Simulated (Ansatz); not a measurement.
System: BFH$_{2}$···H$_{2}$.

Input

```
crystal:
  periodic: [false, false, false]
  atoms:
    - {symbol: B, position_ang: [-0.623609, -0.558257, -0.423496]}
    - {symbol: H, position_ang: [1.020082, 1.490590, 0.671139]}
    - {symbol: H, position_ang: [-0.264736, -0.132483, -1.483499]}
    - {symbol: H, position_ang: [-1.492036, -0.068935, 0.239888]}
    - {symbol: H, position_ang: [1.397726, 0.915194, 0.961903]}
    - {symbol: F, position_ang: [-0.037426, -1.646108, 0.034063]}
basis:
  gaussian: {orbitals: def2-TZVPP}
hamiltonian: {xc: pbe0, dispersion: d4}
output: {orbitals: {seedname: orbitals}}
```

Launched as:

```sh
ansatz run in.yaml --threads 2 --pin off --events-out ev --progress --plain --max-ram 4352MiB
```

The product side of a reaction path; geometry: PBE0-D4/def2-TZVP.

Theory: Ansatz, RKS PBE0-D4/def2-TZVPP.

**What can the converged electron density and electron localisation function tell about the bonding?**

B–F (1.32 Å): ρ is about 2.3 e/Å³ halfway; the ELF peaks at about 0.85 between the atoms; a shared but strongly polarised pair.
B–H (1.20 Å): the density is about 1.3 e/Å³ at the midpoint; the ELF climbs to about 1 towards the hydrogen, as it does in any bond to H; a covalent bond by its length.

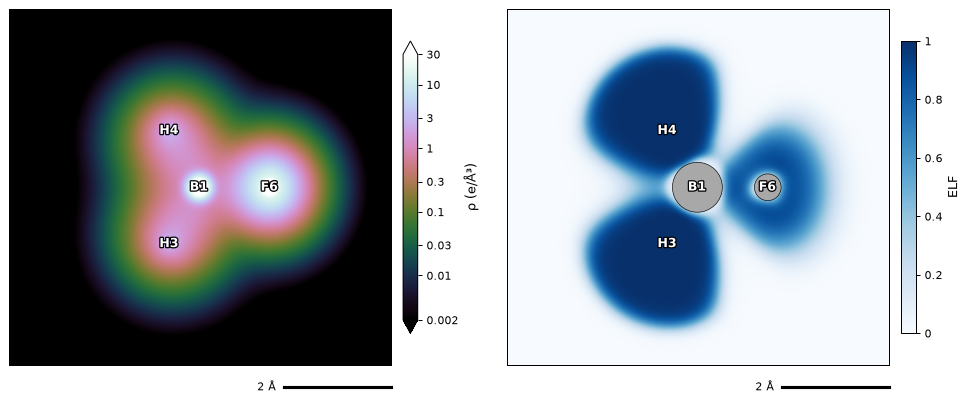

Computed electron density and electron localisation function on the plane of atoms H3, B1 and F6, in this order. Grey discs cover the atomic cores in the ELF map. 
